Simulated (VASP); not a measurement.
Band structure of Ga (alpha). All values below come from vdW-DF2, VASP's PBE PAW potentials (set 64) (plane waves; VASP).

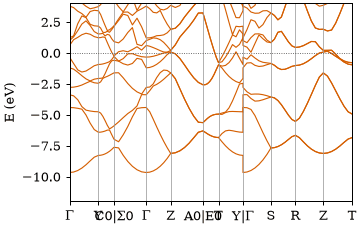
Bands along high-symmetry lines, zero at the valence-band maximum or, without a gap, the Fermi level

### Question
Read the plot: is there a gap, and where are the band edges?

### Answer
It has no gap at this level: it comes out as a metal or semimetal. (Edges off the drawn lines would not show.)

The compound is Ga in the alpha structure. It was relaxed first, which changed the volume by +24 %.
